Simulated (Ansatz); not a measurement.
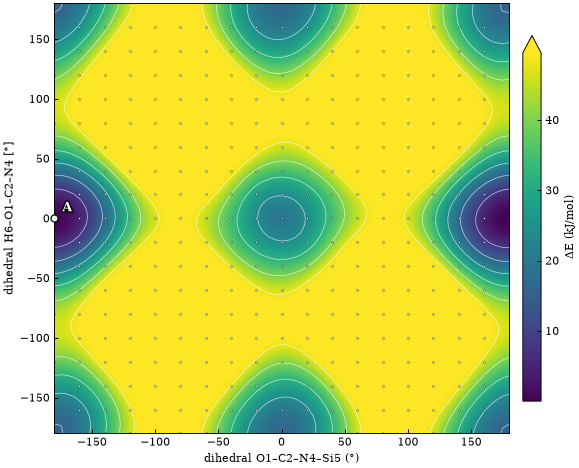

CH₄FNOSi, SMILES OC(F)=N[SiH3]. The first coordinate is: dihedral O1–C2–N4–Si5; the second: dihedral H6–O1–C2–N4. Nothing is relaxed (all other coordinates rigid). The scan uses an 18 × 18 grid. Points are written as (first, second). Energies are in kJ/mol, from the relaxed molecule at the same level. The dihedral twists a double bond; near 90° a spin-restricted reference is unreliable. The calculation used RKS B3LYP-D4/def2-SVP (Ansatz 0.2.0).

Drawn: a smooth colour map with a few white contour lines, dots at the grid points, one colour for all values above the top of the scale, the well A. Between grid points the surface is interpolated.

### Estimate the position of the minimum and the force constants in these coordinates. Take the well at A.

The interpolated minimum is at dihedral O1–C2–N4–Si5 ≈ −180°, dihedral H6–O1–C2–N4 ≈ 0°. The curvatures there are about 0.8 eV/rad² and 0.98 eV/rad², with a cross term of about −0.06 eV/rad². Round the minimum the two coordinates are weakly coupled (coupling −0.07 in units of the two stiffnesses). (1 eV is 96.5 kJ/mol.)
